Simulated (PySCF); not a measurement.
# CeBr2: other functionals and bases at one geometry

How far do other levels of theory move the description of CeBr2, and what does each cost? The structure is generated, not taken from experiment.

Program: PySCF 2.14.0. Level of theory: several levels, as the steps say, no spin–orbit coupling. These are calculated values, not measurements.

1 further run of the same task is left out (for a known fault of the program).

**1. Where the work starts**

3 atoms, charge 0, spin multiplicity 1.

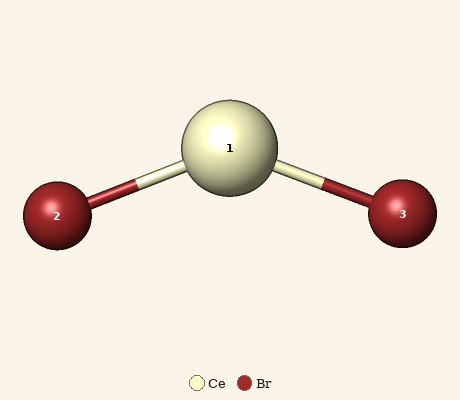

The structure; cerium light yellow, bromine red; atoms are numbered from 1 in the order of the file.

Geometry (Å):

```xyz
3

Ce    0.0000    0.0000   -0.5179
Br    2.6662    0.0000    0.5101
Br   -2.6662    0.0000    0.5101
```

Formal oxidation states: Ce +2. Each metal's 2 4f electrons lie in its core potential, so multiplicities, spins and levels count the valence alone. For divalent La, Ce, Gd or Lu the extra electron is normally 5d or 6s, so this core forces an excited configuration. An earlier session relaxed this geometry at PBE0, Ce lcecp-0-SVP with ECP48, Br def2-SVP (singlet, point group C2v).

At PBE0 on the finer grid: E = -5173.933758 Eh, frontier levels not given, since the 4f levels lie in the core, Mulliken charge on Ce1 +0.91 e, largest force component 0.005 eV/Å. 

Levels to run: PBE; M06-L; PBE0, TZVP. Hardware: 2 threads of Arm Neoverse V1, shared host.

**2. PBE**

run.py (the lines that set the calculation)

```python
mol = gto.M(atom='''
Ce     0.00000     0.00000    -0.51792
Br     2.66617     0.00000     0.51010
Br    -2.66617     0.00000     0.51010''',
    basis={'Ce': 'lcecp-0-SVP', 'Br': 'def2-SVP'},
    ecp={'Ce': 'lcecp-0-SVP'},
    charge=0, spin=0)
mf = dft.RKS(mol, xc='PBE')
mf.grids.atom_grid = (75, 302)  # f atoms: unpruned, at least (60, 302)
mf = mf.density_fit()  # fitting sets: Ce AutoAux, Br def2-universal-JKFIT
mf.conv_tol = 1e-08; mf.max_cycle = 55
mf.kernel(dm0)  # dm0: the density of the relaxed state
```

Started as:

```
> OMP_NUM_THREADS=2 python run.py
```

What it wrote:

```text
init E= -5173.76125652529
cycle= 1 E= -5173.76209767425  delta_E= -0.000841  |g|= 0.094  |ddm|= 0.292
cycle= 2 E= -5173.75921231825  delta_E= 0.00289  |g|= 0.136  |ddm|= 0.292
cycle= 3 E= -5173.76364111016  delta_E= -0.00443  |g|= 0.0121  |ddm|= 0.206
cycle= 4 E= -5173.7636997961  delta_E= -5.87e-05  |g|= 0.00133  |ddm|= 0.0229
cycle= 5 E= -5173.76370063204  delta_E= -8.36e-07  |g|= 0.000155  |ddm|= 0.00284
cycle= 6 E= -5173.76370063827  delta_E= -6.23e-09  |g|= 5.78e-05  |ddm|= 0.000284
Extra cycle  E= -5173.76370063619  delta_E= 2.07e-09  |g|= 0.0001  |ddm|= 0.000294
converged SCF energy = -5173.76370063619
```

Wall time 4.4 s (2 threads of Arm Neoverse V1, shared host).

It gives: E = -5173.763701 Eh, frontier levels not given, since the 4f levels lie in the core, Mulliken charge on Ce1 +0.78 e, largest force component 0.073 eV/Å. 

**3. M06-L**

Changes to run.py (the lines that set the calculation) since step 2:

```diff
@@ -7,3 +7,3 @@
     charge=0, spin=0)
-mf = dft.RKS(mol, xc='PBE')
+mf = dft.RKS(mol, xc='M06L')
 mf.grids.atom_grid = (75, 302)  # f atoms: unpruned, at least (60, 302)
```

Started as:

```
> OMP_NUM_THREADS=2 python run.py
```

What it wrote:

```text
init E= -5174.33542366761
cycle= 1 E= -5174.33833569088  delta_E= -0.00291  |g|= 0.0677  |ddm|= 0.195
cycle= 2 E= -5174.33846157351  delta_E= -0.000126  |g|= 0.0494  |ddm|= 0.0594
cycle= 3 E= -5174.33862081702  delta_E= -0.000159  |g|= 0.00386  |ddm|= 0.0281
cycle= 4 E= -5174.33862489416  delta_E= -4.08e-06  |g|= 0.000863  |ddm|= 0.00747
cycle= 5 E= -5174.33862519226  delta_E= -2.98e-07  |g|= 0.000276  |ddm|= 0.00192
cycle= 6 E= -5174.33862521982  delta_E= -2.76e-08  |g|= 3.08e-05  |ddm|= 0.000347
cycle= 7 E= -5174.33862522024  delta_E= -4.17e-10  |g|= 7.41e-06  |ddm|= 6.51e-05
Extra cycle  E= -5174.33862522026  delta_E= -2.09e-11  |g|= 6.76e-06  |ddm|= 2.04e-05
converged SCF energy = -5174.33862522026
```

It took 5.8 s on 2 threads of Arm Neoverse V1, shared host.

Read off: E = -5174.338625 Eh, frontier levels not given, since the 4f levels lie in the core, Mulliken charge on Ce1 +1.00 e, largest force component 0.197 eV/Å. 

**4. PBE0, TZVP**

Basis: Ce lcecp-0-TZVP with ECP48, Br def2-TZVP. 

run.py (the lines that set the calculation)

```python
mol = gto.M(atom='''
Ce     0.00000     0.00000    -0.51792
Br     2.66617     0.00000     0.51010
Br    -2.66617     0.00000     0.51010''',
    basis={'Ce': 'lcecp-0-TZVP', 'Br': 'def2-TZVP'},
    ecp={'Ce': 'lcecp-0-TZVP'},
    charge=0, spin=0)
mf = dft.RKS(mol, xc='PBE0')
mf.grids.atom_grid = (75, 302)  # f atoms: unpruned, at least (60, 302)
mf = mf.density_fit()  # fitting sets: Ce AutoAux, Br def2-universal-JKFIT
mf.conv_tol = 1e-08; mf.max_cycle = 55
mf.kernel(dm0)  # dm0: free metal ions and neutral atoms
```

Started as:

```
> OMP_NUM_THREADS=2 python run.py
```

What it wrote:

```text
init E= -5257.51916691673
cycle= 1 E= -5165.27593954554  delta_E= 92.2  |g|= 8.34  |ddm|= 5.44
cycle= 2 E= -5149.06888575392  delta_E= 16.2  |g|= 9.14  |ddm|= 10.3
cycle= 3 E= -5164.78609031753  delta_E= -15.7  |g|=    5  |ddm|= 10.6
cycle= 4 E= -5174.19734731791  delta_E= -9.41  |g|= 0.975  |ddm|=  6.4
cycle= 5 E= -5174.55118623883  delta_E= -0.354  |g|= 0.187  |ddm|= 1.45
cycle= 6 E= -5174.56011350302  delta_E= -0.00893  |g|= 0.0415  |ddm|= 0.45
cycle= 7 E= -5174.56054927625  delta_E= -0.000436  |g|= 0.00855  |ddm|= 0.0975
cycle= 8 E= -5174.56057329327  delta_E= -2.4e-05  |g|= 0.00369  |ddm|= 0.0106
cycle= 9 E= -5174.56057714836  delta_E= -3.86e-06  |g|= 0.000443  |ddm|= 0.00372
cycle= 10 E= -5174.5605772128  delta_E= -6.44e-08  |g|= 0.000131  |ddm|= 0.000648
cycle= 11 E= -5174.56057721832  delta_E= -5.52e-09  |g|= 1.86e-05  |ddm|= 0.000174
Extra cycle  E= -5174.56057721838  delta_E= -6.28e-11  |g|= 1.53e-05  |ddm|= 3.92e-05
converged SCF energy = -5174.56057721838
```

Wall time 11 s (2 threads of Arm Neoverse V1, shared host).

It gives: E = -5174.560577 Eh, frontier levels not given, since the 4f levels lie in the core, Mulliken charge on Ce1 +1.22 e, largest force component 0.038 eV/Å. 

**5. All levels side by side**

| level | state | charge on Ce1 (e) | dipole (D) | largest force (eV/Å) | basis functions | time |
| --- | --- | --- | --- | --- | --- | --- |
| PBE0 (relaxed here) | singlet | 0.91 | 5.90 | 0.00 | 95 | 11 s |
| PBE | singlet | 0.78 | 5.55 | 0.07 | 95 | 4.4 s |
| M06-L | singlet | 1.00 | 5.97 | 0.20 | 95 | 5.8 s |
| PBE0, TZVP | singlet | 1.22 | 5.98 | 0.04 | 143 | 11 s |

Times are on 2 threads of Arm Neoverse V1, shared host; the first row also made further properties.

The largest leftover force, 0.20 eV/Å with M06-L, stands at a geometry relaxed at another level. The Mulliken charge on Ce spans +0.78 to +1.22 e over the levels. With 4f in the core, its levels are missing from HOMO and gap. Total energies of different levels can't be compared. Spin–orbit coupling is left out throughout.
